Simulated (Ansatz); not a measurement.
# RPA@PBE/6-31G(d) (spherical functions) run of Si2H4F2 (SMILES F[SiH2][SiH2]F)

Aim: the energy change on altering one bond length of Si2H4F2 at RPA@PBE/6-31G* (spherical functions), from 2 runs. 

The calculation is run with Ansatz 0.2.0.

56 further runs of the same task are left out: 56 set aside as unsound or not needed.

### 1 The molecule

The species is Si2H4F2 (8 atoms), meant as a singlet with charge 0. SMILES: `F[SiH2][SiH2]F`. The shape is that of a PBE0-D4/def2-TZVP optimisation. This is one conformer, not always the lowest.

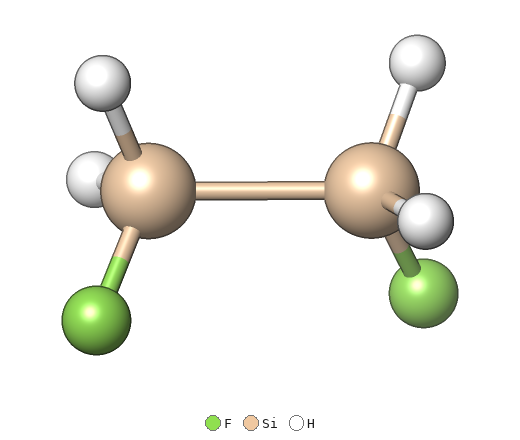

The structure, seen from a chosen angle (fluorine green, silicon light orange, hydrogen white).

### 2 The energy at RPA@PBE/6-31G(d) (spherical functions)

Contents of in.yaml:

```yaml
crystal:
  periodic: [false, false, false]
  atoms:
    - {symbol: F, position_ang: [-1.934800, 1.205800, -0.274500]}
    - {symbol: Si, position_ang: [-0.357800, 1.128100, 0.012400]}
    - {symbol: Si, position_ang: [0.358600, -1.109600, 0.044100]}
    - {symbol: F, position_ang: [0.281000, -1.742000, -1.428800]}
    - {symbol: H, position_ang: [0.340100, 1.914200, -1.037000]}
    - {symbol: H, position_ang: [-0.099800, 1.743700, 1.341600]}
    - {symbol: H, position_ang: [1.774800, -1.164000, 0.495400]}
    - {symbol: H, position_ang: [-0.477100, -1.941900, 0.946800]}
basis:
  gaussian: {orbitals: 6-31G_st_-spherical.json}
hamiltonian: {xc: {name: PBE}}
correlation: {method: rpa, frozen_orbitals: {F: 1, H: 0, Si: 5}}
accuracy: high
```

The basis set 6-31G* is read from a file made from the Basis Set Exchange's data (not shown).

The run is started by

```console
$ ansatz run in.yaml --threads 1 --pin off --max-ram 3480MiB --events-out events.jsonl --progress --plain --runs-dir runs
```

Output:

```text
Warning: RAYON_NUM_THREADS=1 ignored (pool sized by the plan → 1); use --threads N
Functional definition: PBE
  name "PBE"
  parameter kappa = 0.804
  parameter beta = 0.06672455060314922
  exchange = pbe_x(kappa = kappa, mu = beta*pi^2/3)
  correlation = pbe_c(beta = beta)
1574 factors; integrals over basis functions are off by at most 4.2e-9 eV
mean field evaluation 1: about -21239.2852 eV, gradient 4.0e1 eV
mean field evaluation 2: about -21239.2720 eV, gradient 4.0e1 eV
mean field evaluation 4: about -21241.6549 eV, gradient 6.3e0 eV
mean field evaluation 8: about -21241.7716 eV, gradient 3.5e-2 eV
mean field evaluation 16: about -21241.7716 eV, gradient 5.0e-6 eV
mean field -21241.77155771 eV, -780.6207065558 hartree, gradient 8.4e-8 eV, S^2 0.000000; 0 other end points of the search recorded, 0 dependent functions left out
12 core orbitals not correlated: weight in the atoms' cores, before any rotation towards them, 1.000 or more for the frozen orbitals, at most 0.000 for the correlated occupied ones
reference -21200.28046649 eV, -779.0959370774 hartree; 13, 13 occupied and 47, 47 virtual orbitals, 1574 factors
Total energy: -21222.00075278 eV, -779.8941428758 hartree
```

Wall time 9.3 s (1 thread of Arm Neoverse V2, shared host); peak memory 0.22 GiB.

### 3 The distorted shape, same level

Contents of run.yaml:

```yaml
crystal:
  periodic: [false, false, false]
  atoms:
    - {symbol: F, position_ang: [-1.809470, 1.330620, -0.409878]}
    - {symbol: Si, position_ang: [-0.232470, 1.252920, -0.122978]}
    - {symbol: Si, position_ang: [0.483930, -0.984780, -0.091278]}
    - {symbol: F, position_ang: [0.406330, -1.617180, -1.564178]}
    - {symbol: H, position_ang: [0.465430, 2.039020, -1.172378]}
    - {symbol: H, position_ang: [0.025530, 1.868520, 1.206222]}
    - {symbol: H, position_ang: [1.900130, -1.039180, 0.360022]}
    - {symbol: H, position_ang: [-0.477100, -1.941900, 0.946800]}
basis:
  gaussian:
    orbitals: 6-31G_st_-spherical.json
hamiltonian:
  xc: {name: PBE}
correlation:
  method: rpa
  frozen_orbitals: {F: 1, H: 0, Si: 5}
accuracy: high
```

The basis set 6-31G* is read from a file made from the Basis Set Exchange's data (not shown).

The run is started by

```console
$ ansatz run run.yaml --threads 1 --pin off --max-ram 3480MiB --events-out events.jsonl --progress --plain --runs-dir runs
```

Output:

```text
Warning: RAYON_NUM_THREADS=1 ignored (pool sized by the plan → 1); use --threads N
Functional definition: PBE
  name "PBE"
  parameter kappa = 0.804
  parameter beta = 0.06672455060314922
  exchange = pbe_x(kappa = kappa, mu = beta*pi^2/3)
  correlation = pbe_c(beta = beta)
1575 factors; integrals over basis functions are off by at most 9.1e-9 eV
mean field evaluation 1: about -21239.0580 eV, gradient 4.0e1 eV
mean field evaluation 2: about -21239.0453 eV, gradient 4.0e1 eV
mean field evaluation 4: about -21241.3993 eV, gradient 6.1e0 eV
mean field evaluation 8: about -21241.5082 eV, gradient 2.1e-1 eV
mean field evaluation 16: about -21241.5083 eV, gradient 1.5e-5 eV
mean field -21241.50833817 eV, -780.6110334163 hartree, gradient 5.2e-8 eV, S^2 0.000000; 0 other end points of the search recorded, 0 dependent functions left out
12 core orbitals not correlated: weight in the atoms' cores, before any rotation towards them, 1.000 or more for the frozen orbitals, at most 0.000 for the correlated occupied ones
reference -21199.84600857 eV, -779.0799710432 hartree; 13, 13 occupied and 47, 47 virtual orbitals, 1575 factors
Total energy: -21221.70363715 eV, -779.8832240778 hartree
```

Run time: 9 s. Hardware: 1 thread of Arm Neoverse V2, shared host; peak memory 0.23 GiB.

### 4 What came out

Level: RPA@PBE/6-31G* (spherical functions), 12 core orbitals frozen.

| quantity | value |
| --- | --- |
| first shape: total energy | -779.89414 Eh |
| first shape: RPA correlation energy (valence) | -798.2 mEh |
| distorted shape: total energy | -779.88322 Eh |
| distorted shape: RPA correlation energy (valence) | -803.3 mEh |
| energy change with the Si3–H8 bond stretched from 1.485 to 1.708 Å | 0.297 eV |

**Reading.** With the Si3–H8 bond stretched from 1.485 to 1.708 Å the energy rises by 0.30 eV (6.9 kcal/mol). The first shape isn't relaxed at this level, so the change isn't measured from a minimum.
